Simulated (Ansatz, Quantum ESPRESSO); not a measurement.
# AlBTe3 (Pm-3m): zone-centre phonons, part 2 of 3

Aim: the zone-centre modes of AlBTe3 (Pm-3m).

Quantum ESPRESSO 8.0 development, patched; DFT LDA, scalar-relativistic, plane waves, PseudoDojo norm-conserving pseudopotentials.

So far. Step 3 (Relaxing the cell and atoms): Little changed from the start: no atom moved by 0.005 Å and no cell edge by 0.1 %. Step 4 (Self-consistent run for the response): The cell stands at -0.004 GPa, close enough for phonons. The relaxed cell has a = 4.808 Å (conventional setting).

The structure was built from a prototype and need not be the compound's stable phase.

**5. Zone-centre response**

At q = 0 one unit cell holds all displacements; symmetry groups them into irreducible representations that are solved one by one. With smeared occupations no response to a homogeneous field can be asked.

ph.in reads:

```
phonons
&INPUTPH
  prefix       = 'x'
  outdir       = './tmp'
  fildyn       = 'g.dyn'
  tr2_ph       = 1.0d-18
  alpha_mix(1) = 0.4
  nmix_ph      = 8
/
0.000000000000 0.000000000000 0.000000000000
```

Command:

```console
> OMP_NUM_THREADS=1 mpirun -n 4 ph.x -nk 4 -in ph.in > ph.out
```

Output:

```text
[banners, grids, parts of the stress and lines that vanish by symmetry left out]
[banner, memory and clock lines left out]
Program PHONON v.8.0dev

     Dynamical matrices for q-points given in input
     (   1q-points):
       N         xq(1)         xq(2)         xq(3)
       1   0.000000000   0.000000000   0.000000000

     ./tmp/x.save/

     IMPORTANT: XC functional enforced from input :
     Exchange-correlation= PW
                           (   1   4   0   0   0   0   0)
     Any further DFT definition will be discarded
     Please, verify this is what you really want

     G-vector sticks info

     Reading collected, re-writing distributed wavefunctions in ./tmp/

     Number and degeneracy of irreps per q-point
       N         xq(1)         xq(2)         xq(3)   N irreps
       1   0.000000000   0.000000000   0.000000000       5
        3   3   3   3   3

     Calculation of q =    0.0000000   0.0000000   0.0000000

     phonons

     bravais-lattice index     =            0
     lattice parameter (alat)  =       9.0866  a.u.
     unit-cell volume          =     750.2486 (a.u.)^3
     number of atoms/cell      =            5
     number of atomic types    =            3
     kinetic-energy cut-off    =      82.0000  Ry
     charge density cut-off    =     328.0000  Ry
     convergence threshold     =      1.0E-18
     beta                      =       0.4000
     number of iterations used =            8
     Exchange-correlation= PW
                           (   1   4   0   0   0   0   0)

     celldm(1)=    9.08661  celldm(2)=    0.00000  celldm(3)=    0.00000
     celldm(4)=    0.00000  celldm(5)=    0.00000  celldm(6)=    0.00000

     crystal axes: (cart. coord. in units of alat)
               a(1) = (  1.0000  0.0000  0.0000 )
               a(2) = (  0.0000  1.0000  0.0000 )
               a(3) = (  0.0000  0.0000  1.0000 )

     reciprocal axes: (cart. coord. in units 2 pi/alat)
               b(1) = (  1.0000  0.0000  0.0000 )
               b(2) = (  0.0000  1.0000  0.0000 )
               b(3) = (  0.0000  0.0000  1.0000 )

     Atoms inside the unit cell:

     Cartesian axes

     site n.  atom      mass           positions (alat units)
        1  Al     26.9815   tau(    1) = (    0.00000    0.00000    0.00000  )
        2  B      10.8100   tau(    2) = (    0.50000    0.50000    0.50000  )
        3  Te    127.6000   tau(    3) = (    0.50000    0.50000    0.00000  )
        4  Te    127.6000   tau(    4) = (    0.50000    0.00000    0.50000  )
        5  Te    127.6000   tau(    5) = (    0.00000    0.50000    0.50000  )

     Computing dynamical matrix for
                    q = (   0.0000000   0.0000000   0.0000000 )

     49 Sym.Ops. (with q -> -q+G )

     G cutoff =  685.9896  (  75037 G-vectors)     FFT grid: ( 54, 54, 54)

     number of k points=    20  Marzari-Vanderbilt smearing, width (Ry)=  0.0200
                       cart. coord. in units 2pi/alat
        k(    1) = (   0.0000000   0.0000000   0.0000000), wk =   0.0092593
        k(    2) = (   0.0000000   0.0000000   0.1666667), wk =   0.0555556
        k(    3) = (   0.0000000   0.0000000   0.3333333), wk =   0.0555556
        [... further k-points left out ...]

     PseudoPot. # 1 for Al read from file:
     ./pseudo/Al.upf
     Pseudo is Norm-conserving + core correction, Zval =  3.0
     Using radial grid of 1854 points,  6 beta functions with:
                l(1) =   0
                l(2) =   0
                l(3) =   1
                l(4) =   1
                l(5) =   2
                l(6) =   2

     PseudoPot. # 2 for B  read from file:
     ./pseudo/B.upf
     Pseudo is Norm-conserving + core correction, Zval =  3.0
     Using radial grid of 1498 points,  4 beta functions with:
                l(1) =   0
                l(2) =   0
                l(3) =   1
                l(4) =   1

     PseudoPot. # 3 for Te read from file:
     ./pseudo/Te.upf
     Pseudo is Norm-conserving + core correction, Zval = 16.0
     Using radial grid of 1278 points,  6 beta functions with:
                l(1) =   0
                l(2) =   0
                l(3) =   1
                l(4) =   1
                l(5) =   2
                l(6) =   2

     Mode symmetry, O_h (m-3m)  point group:

     Atomic displacements:
     There are    5 irreducible representations

     Representation     1      3 modes -  To be done

     Representation     2      3 modes -  To be done

     Representation     3      3 modes -  To be done

     Representation     4      3 modes -  To be done

     Representation     5      3 modes -  To be done

     Alpha used in Ewald sum =   2.8000

     Representation #   1 modes #   1   2   3

     Self-consistent Calculation

     The passes end when |ddv_scf|^2 is under  3.5E-20 (on this mesh; tr2_ph alone asks  1.0E-18)
      iter #   1   av.it.:  10.0
      thresh= 1.000E-02 alpha_mix =  0.400 |ddv_scf|^2 =  1.334E-06
      iter #   2   av.it.:  15.8
      thresh= 1.155E-04 alpha_mix =  0.400 |ddv_scf|^2 =  6.212E-08
      iter #   3   av.it.:  16.1
      thresh= 2.492E-05 alpha_mix =  0.400 |ddv_scf|^2 =  1.449E-09
      iter #   4   av.it.:  16.3
      thresh= 3.806E-06 alpha_mix =  0.400 |ddv_scf|^2 =  1.795E-10
      iter #   5   av.it.:  16.5
      thresh= 1.340E-06 alpha_mix =  0.400 |ddv_scf|^2 =  6.068E-12
      iter #   6   av.it.:  15.6
      thresh= 2.463E-07 alpha_mix =  0.400 |ddv_scf|^2 =  1.195E-13
      iter #   7   av.it.:  16.7
      thresh= 3.457E-08 alpha_mix =  0.400 |ddv_scf|^2 =  1.117E-14
      iter #   8   av.it.:  16.9
      thresh= 1.057E-08 alpha_mix =  0.400 |ddv_scf|^2 =  1.523E-16
      iter #   9   av.it.:  16.8
      thresh= 1.234E-09 alpha_mix =  0.400 |ddv_scf|^2 =  3.405E-18
      iter #  10   av.it.:  16.5
      thresh= 1.845E-10 alpha_mix =  0.400 |ddv_scf|^2 =  1.417E-19
      iter #  11   av.it.:  16.4
      thresh= 3.764E-11 alpha_mix =  0.400 |ddv_scf|^2 =  2.467E-20

     End of self-consistent calculation

     Convergence has been achieved

     Representation #   2 modes #   4   5   6

     Self-consistent Calculation

     The passes end when |ddv_scf|^2 is under  3.5E-20 (on this mesh; tr2_ph alone asks  1.0E-18)
      iter #   1   av.it.:   5.2
      thresh= 1.000E-02 alpha_mix =  0.400 |ddv_scf|^2 =  3.741E-08
      iter #   2   av.it.:  14.7
      thresh= 1.934E-05 alpha_mix =  0.400 |ddv_scf|^2 =  1.935E-09
      iter #   3   av.it.:  15.6
      thresh= 4.399E-06 alpha_mix =  0.400 |ddv_scf|^2 =  5.595E-11
[...]
End of self-consistent calculation

     Convergence has been achieved

     Representation #   3 modes #   7   8   9

     Self-consistent Calculation

     The passes end when |ddv_scf|^2 is under  3.5E-20 (on this mesh; tr2_ph alone asks  1.0E-18)
[...]
End of self-consistent calculation

     Convergence has been achieved

     Representation #   4 modes #  10  11  12

     Self-consistent Calculation

     The passes end when |ddv_scf|^2 is under  3.5E-20 (on this mesh; tr2_ph alone asks  1.0E-18)
[...]
End of self-consistent calculation

     Convergence has been achieved

     Representation #   5 modes #  13  14  15

     Self-consistent Calculation

     The passes end when |ddv_scf|^2 is under  3.5E-20 (on this mesh; tr2_ph alone asks  1.0E-18)
[...]
iter #   4   av.it.:  16.4
      thresh= 2.033E-06 alpha_mix =  0.400 |ddv_scf|^2 =  1.011E-12
      iter #   5   av.it.:  16.0
      thresh= 1.005E-07 alpha_mix =  0.400 |ddv_scf|^2 =  1.922E-13
      iter #   6   av.it.:  16.8
      thresh= 4.384E-08 alpha_mix =  0.400 |ddv_scf|^2 =  4.768E-15
      iter #   7   av.it.:  16.8
      thresh= 6.905E-09 alpha_mix =  0.400 |ddv_scf|^2 =  4.398E-17
      iter #   8   av.it.:  16.0
      thresh= 6.632E-10 alpha_mix =  0.400 |ddv_scf|^2 =  5.593E-18
      iter #   9   av.it.:  16.9
      thresh= 2.365E-10 alpha_mix =  0.400 |ddv_scf|^2 =  3.862E-20
      iter #  10   av.it.:  17.4
      thresh= 1.965E-11 alpha_mix =  0.400 |ddv_scf|^2 =  1.310E-22

     End of self-consistent calculation

     Convergence has been achieved

     Number of q in the star =    1
     List of q in the star:
          1   0.000000000   0.000000000   0.000000000

     Diagonalizing the dynamical matrix

     q = (    0.000000000   0.000000000   0.000000000 )

 **************************************************************************
     freq (    1) =      -3.127941 [THz] =    -104.336873 [cm-1]
     freq (    2) =      -3.127941 [THz] =    -104.336873 [cm-1]
     freq (    3) =      -3.127941 [THz] =    -104.336873 [cm-1]
     freq (    4) =      -0.210839 [THz] =      -7.032817 [cm-1]
     freq (    5) =      -0.210839 [THz] =      -7.032817 [cm-1]
     freq (    6) =      -0.210839 [THz] =      -7.032817 [cm-1]
     freq (    7) =       0.036673 [THz] =       1.223273 [cm-1]
     freq (    8) =       0.036673 [THz] =       1.223273 [cm-1]
     freq (    9) =       0.036673 [THz] =       1.223273 [cm-1]
     freq (   10) =       1.912361 [THz] =      63.789495 [cm-1]
     freq (   11) =       1.912361 [THz] =      63.789495 [cm-1]
     freq (   12) =       1.912361 [THz] =      63.789495 [cm-1]
     freq (   13) =       6.511282 [THz] =     217.193006 [cm-1]
     freq (   14) =       6.511282 [THz] =     217.193006 [cm-1]
     freq (   15) =       6.511282 [THz] =     217.193006 [cm-1]
 **************************************************************************

     Mode symmetry, O_h (m-3m)  point group:

     freq (   1-   3) =       -104.3  [cm-1]   --> T_1u G_15  G_4- I
     freq (   4-   6) =         -7.0  [cm-1]   --> T_2u G_25  G_5-
     freq (   7-   9) =          1.2  [cm-1]   --> T_1u G_15  G_4- I
     freq (  10-  12) =         63.8  [cm-1]   --> T_1u G_15  G_4- I
     freq (  13-  15) =        217.2  [cm-1]   --> T_1u G_15  G_4- I
```

Elapsed: 21 min, on 4 MPI ranks of Intel Xeon Platinum 8375C at 2.90GHz (Ice Lake), shared host; 83 min of CPU time.

Read from the output:

| Item | Value |
| --- | --- |
| largest acoustic frequency at the zone centre before the sum rule | 1.22 cm⁻¹ |
| highest optical zone-centre mode (no LO-TO term) | 217.2 cm⁻¹ |
| lowest optical zone-centre mode | -104.3 cm⁻¹ |

The acoustic modes at Γ come out as far as 1.2 cm⁻¹ from zero, where they should vanish, a small numerical error. The lowest optical mode is imaginary, 104i cm⁻¹, an instability at this level and on this k mesh.

**6. Modes with the sum rule**

A rigid shift of the crystal must cost nothing, but grids and finite bases break this; the acoustic sum rule is imposed before the matrix is diagonalised again.

dynmat.in reads:

```
&INPUT
  fildyn = 'g.dyn'
  asr    = 'simple'
  fileig = 'dynmat.eig'
/
```

Command:

```console
> dynmat.x -in dynmat.in > dynmat.out
```

Output:

```text
[banner, memory and clock lines left out]
Program DYNMAT v.8.0dev

     Reading Dynamical Matrix from file g.dyn
     ...Force constants read
     ...epsilon and Z* not read (not found on file)
     A direction for q was not specified:TO-LO splitting will be absent

     Polarizability (A^3 units)
     multiply by 1.000000 for Clausius-Mossotti correction (not under assume_isolated = 'mt')
         0.000000    0.000000    0.000000
         0.000000    0.000000    0.000000
         0.000000    0.000000    0.000000

     IR activities are in (D/A)^2/amu units

# mode   [cm-1]    [THz]      IR
    1   -104.34   -3.1279    0.0000
    2   -104.34   -3.1279    0.0000
    3   -104.34   -3.1279    0.0000
    4     -7.11   -0.2132    0.0000
    5     -7.11   -0.2132    0.0000
    6     -7.11   -0.2132    0.0000
    7     -0.00   -0.0000    0.0000
    8     -0.00   -0.0000    0.0000
    9      0.00    0.0000    0.0000
   10     63.78    1.9121    0.0000
   11     63.78    1.9121    0.0000
   12     63.78    1.9121    0.0000
   13    217.19    6.5113    0.0000
   14    217.19    6.5113    0.0000
   15    217.19    6.5113    0.0000

[end of the log left out, with the tail of the file of modes that dynmat.x writes under the same name]
```

Run time: 0.57 s. Hardware: 1 thread.

Unit eigenvectors of the mass-weighted matrix after the sum rule; no LO-TO term. Modes at Γ, with each element's share of the kinetic energy (negative means imaginary):

| mode | frequency (cm⁻¹) | Al % | B % | Te % |
| --- | --- | --- | --- | --- |
| 1 | -104.3 | 90 | 1 | 10 |
| 2 | -104.3 | 90 | 1 | 10 |
| 3 | -104.3 | 90 | 1 | 10 |
| 4 | -7.1 | 0 | 0 | 100 |
| 5 | -7.1 | 0 | 0 | 100 |
| 6 | -7.1 | 0 | 0 | 100 |
| 7 | 0.0 | 6 | 3 | 91 |
| 8 | 0.0 | 6 | 3 | 91 |
| 9 | 0.0 | 6 | 3 | 91 |
| 10 | 63.8 | 4 | 28 | 68 |
| 11 | 63.8 | 4 | 28 | 68 |
| 12 | 63.8 | 4 | 28 | 68 |
| 13 | 217.2 | 0 | 69 | 31 |
| 14 | 217.2 | 0 | 69 | 31 |
| 15 | 217.2 | 0 | 69 | 31 |

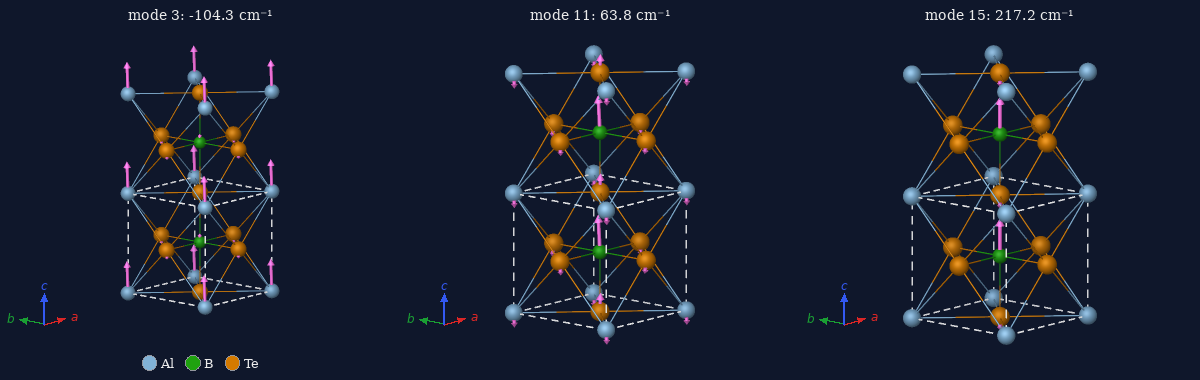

Displacement patterns of modes 3, 11 and 15 at Γ; arrows are exaggerated. 1×1×2 cells are drawn. Some periodic images of atoms are drawn too.

The rule moves no optical mode by more than 0.1 cm⁻¹.

**7. Sum rules set otherwise: a sum rule for molecules or wires on a crystal**

This rule also removes rotations, which suits molecules and not a crystal; it is tried to see the harm.

dynmat.in reads:

```
&INPUT
  fildyn = 'g.dyn'
  asr    = 'zero-dim'
  fileig = 'dynmat.eig'
/
```

Command:

```console
> dynmat.x -in dynmat.in > dynmat.out
```

Output:

```text
[banner, memory and clock lines left out]
Program DYNMAT v.8.0dev

     Reading Dynamical Matrix from file g.dyn
     ...Force constants read
     ...epsilon and Z* not read (not found on file)
     Warning: this looks like a crystal, not a molecule in a box: use asr = 'crystal'
     Acoustic Sum Rule: || Z*(ASR) - Z*(orig)|| =    0.000000E+00
     Acoustic Sum Rule: ||dyn(ASR) - dyn(orig)||=    1.141821E-01
     A direction for q was not specified:TO-LO splitting will be absent

     Polarizability (A^3 units)
     multiply by 1.000000 for Clausius-Mossotti correction (not under assume_isolated = 'mt')
         0.000000    0.000000    0.000000
         0.000000    0.000000    0.000000
         0.000000    0.000000    0.000000

     IR activities are in (D/A)^2/amu units

# mode   [cm-1]    [THz]      IR
    1   -104.33   -3.1278    0.0000
    2    -78.51   -2.3537    0.0000
    3    -78.51   -2.3537    0.0000
    4     -0.00   -0.0000    0.0000
    5     -0.00   -0.0000    0.0000
    6      0.00    0.0000    0.0000
    7      0.00    0.0000    0.0000
    8      0.00    0.0000    0.0000
    9      0.00    0.0000    0.0000
   10     21.03    0.6306    0.0000
   11     21.03    0.6306    0.0000
   12     63.79    1.9123    0.0000
   13    217.20    6.5115    0.0000
   14    257.25    7.7122    0.0000
   15    257.25    7.7122    0.0000

[end of the log left out, with the tail of the file of modes that dynmat.x writes under the same name]
```

Elapsed: 0.56 s, on 1 thread.

The run ended normally, but on settings that are not sound.

The fault: a sum rule for molecules or wires on a crystal; 3 optical modes are projected out to zero frequency, as if they were rotations.

For a crystal the rule has to be 'simple' or 'crystal'.

Zone-centre frequencies as printed; negative means imaginary. Modes:

| mode | frequency (cm⁻¹) |
| --- | --- |
| 1 | -104.3 |
| 2 | -78.51 |
| 3 | -78.51 |
| 4 | 0 |
| 5 | 0 |
| 6 | 0 |
| 7 | 0 |
| 8 | 0 |
| 9 | 0 |
| 10 | 21.03 |
| 11 | 21.03 |
| 12 | 63.79 |
| 13 | 217.2 |
| 14 | 257.2 |
| 15 | 257.2 |

[end of part 2 of 3]

[Host names and launcher messages were left out of these logs when they were recorded.]

[Logs are printed without paths, hosts, clocks, repeated set-up lines and the standing remarks that a program may print on its own settings, such as how far it seeks lower states.]

[Hosts, paths, dates, database ids (printed as entryN), source tags and the programs' standing remarks are cut or masked in the printed files.]
